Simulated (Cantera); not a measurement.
Charge: 1 mol SiH4, 0.65 mol N2, 0.37 mol H2, held at 0.000330 bar.

Cantera equilibrium calculation (NASA polynomials, part measured and part estimated; ideal gas, pure solids and liquids). Candidate condensed phases: Si, Si3N4; 18 gas species. N2 is the only nitrogen source here; it is nearly inert below about 1500 K, so the nitride shown seldom forms there in practice. Mutual solubility and eutectic melting of coexisting phases are not modelled. The tables' values for SiN are old estimates; treat these amounts as uncertain. Gases not in the tables: Si2H6 and higher silanes. The numbers say what is thermodynamically allowed, not how fast it happens.

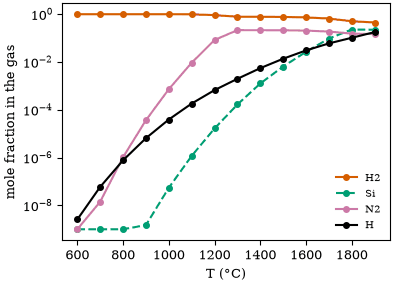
*Equilibrium gas composition (values under 1e-9 drawn at 1e-9)*

From 600 °C to 1200 °C the condensed part is Si(s) + Si3N4(s). From 1300 °C to 1400 °C the condensed part is Si(s). From 1500 °C to 1700 °C the condensed part is Si(l). From 1800 °C to 1900 °C nothing is condensed.
